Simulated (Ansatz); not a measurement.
# HBS (hydrogen boron sulfide): wB97M-V/STO-3G

What is the energy change on altering one bond length of HBS (hydrogen boron sulfide) at wB97M-V/STO-3G? 

Program for the calculation: Ansatz 0.2.0.

63 further runs of the same task are left out: 8 that didn't finish, 55 set aside as unsound or not needed.

## (1) Starting point

HBS has 3 atoms, charge 0, and is taken as a singlet. As SMILES, `B=S`. Geometry: relaxed at PBE0-D4/def2-TZVP.

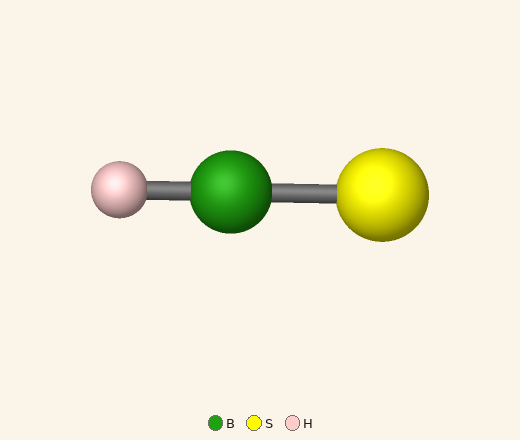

The structure, seen from a chosen angle (boron green, sulfur yellow, hydrogen pink).

## (2) A single-point energy at wB97M-V/STO-3G

The input, in.yaml:

```yaml
crystal:
  periodic: [false, false, false]
  atoms:
    - {symbol: B, position_ang: [-0.038660, -0.014560, 0.134750]}
    - {symbol: S, position_ang: [0.399170, 0.147640, -1.393290]}
    - {symbol: H, position_ang: [-0.360510, -0.133080, 1.258530]}
basis:
  gaussian:
    orbitals: STO-3G
hamiltonian:
  xc: {name: wB97M-V}
accuracy: high
```

Command:

```
$ ansatz run in.yaml --threads 1 --pin off --max-ram 3480MiB --events-out events.jsonl --progress --plain --runs-dir runs
```

Output:

```text
Warning: RAYON_NUM_THREADS=1 ignored (pool sized by the plan → 1); use --threads N
Functional definition: wB97M-V
  name "wB97M-V"
  parameter omega = 0.3/bohr
  parameter cx = 0.15
  parameter cx01 = 1.007
  parameter cx10 = 0.259
  parameter css00 = 0.443
  parameter css04 = -1.437
  parameter css10 = -4.535
  parameter css20 = -3.390
  parameter css43 = 4.278
  parameter cos00 = 1.000
  parameter cos10 = 1.358
  parameter cos20 = 2.924
  parameter cos21 = -8.812
  parameter cos60 = -1.390
  parameter cos61 = 9.142
  parameter b = 6.0
  parameter c = 0.01
  gx(w, u) = 1 - cx + cx01*u + cx10*w
  gss(w, u) = css00 + css04*u^4 + css10*w + css20*w^2 + css43*w^4*u^3
  gos(w, u) = cos00 + cos10*w + (cos20 + cos21*u)*w^2 + (cos60 + cos61*u)*w^6
  exchange = spin_sum(e_x_unif_sr(omega)*gx(b97_w, b97_u_x)) + cx*exact_x_sr(omega) + exact_x_lr(omega)
  correlation = spin_sum(e_c_pw_mod_same_spin*gss(b97_w, b97_u_same))
      + integral(e_c_pw_mod_opposite_spin*gos(b97_w_opposite, b97_u_opposite)) + vv10(b, c)
243 factors; integrals over basis functions are off by at most 1.6e-8 eV
106 factors; integrals over basis functions are off by at most 1.3e-9 eV
mean field evaluation 1: about -11398.3581 eV, gradient 2.2e1 eV
mean field evaluation 2: about -11396.5329 eV, gradient 3.6e1 eV
mean field evaluation 4: about -11400.3743 eV, gradient 2.0e-1 eV
mean field evaluation 8: about -11400.3334 eV, gradient 1.1e-2 eV
mean field evaluation 16: about -11400.3334 eV, gradient 7.2e-8 eV
mean field -11400.33341368 eV, -418.9545255292 hartree, gradient 7.2e-8 eV, S^2 0.000000; 0 other end points of the search recorded, 0 dependent functions left out
reference -11400.33341552 eV, -418.9545255970 hartree; 11, 11 occupied and 4, 4 virtual orbitals, 243 factors
Total energy: -11400.33341552 eV, -418.9545255970 hartree
```

Run time: 8.1 s. Hardware: 1 thread of Arm Neoverse V1, shared host; peak memory 0.2 GiB.

## (3) The distorted shape, same level

The input, molecule.yaml:

```yaml
crystal:
  periodic: [false, false, false]
  atoms:
    - {symbol: B, position_ang: [-0.148110, -0.055107, 0.516733]}
    - {symbol: S, position_ang: [0.399170, 0.147640, -1.393290]}
    - {symbol: H, position_ang: [-0.469960, -0.173627, 1.640513]}
basis:
  gaussian: {orbitals: STO-3G}
magnetization: {spin_polarized: false}
hamiltonian: {xc: {name: wB97M-V}}
accuracy: high
```

Command:

```
$ ansatz run molecule.yaml --threads 1 --pin off --max-ram 3480MiB --events-out events.jsonl --progress --plain --runs-dir runs
```

Output, cut to the lines that bear on the results:

```text
Warning: RAYON_NUM_THREADS=1 ignored (pool sized by the plan → 1); use --threads N
[... 2 set-up lines as earlier in the session ...]
[...]
  gx(w, u) = 1 - cx + cx01*u + cx10*w
  gss(w, u) = css00 + css04*u^4 + css10*w + css20*w^2 + css43*w^4*u^3
  gos(w, u) = cos00 + cos10*w + (cos20 + cos21*u)*w^2 + (cos60 + cos61*u)*w^6
[...]
      + integral(e_c_pw_mod_opposite_spin*gos(b97_w_opposite, b97_u_opposite)) + vv10(b, c)
239 factors; integrals over basis functions are off by at most 1.3e-8 eV
109 factors; integrals over basis functions are off by at most 1.1e-9 eV
[...]
mean field -11396.93922909 eV, -418.8297915461 hartree, gradient 3.1e-8 eV, S^2 0.000000; 0 other end points of the search recorded, 0 dependent functions left out
reference -11396.93923100 eV, -418.8297916163 hartree; 11, 11 occupied and 4, 4 virtual orbitals, 239 factors
Total energy: -11396.93923100 eV, -418.8297916163 hartree
```

Run time: 9 s. Hardware: 1 thread of Arm Neoverse V1, shared host; peak memory 0.2 GiB.

## (4) Outcome

Level: wB97M-V/STO-3G.

| quantity | value |
| --- | --- |
| first shape: total energy | -418.95453 Eh |
| distorted shape: total energy | -418.82979 Eh |
| energy change with the B1–S2 bond stretched from 1.598 to 1.997 Å | 3.394 eV |

In words: With the B1–S2 bond stretched from 1.598 to 1.997 Å the energy rises by 3.39 eV (327 kJ/mol). The first shape isn't relaxed at this level, so the change isn't measured from a minimum. The minimal basis adds a large error of its own.
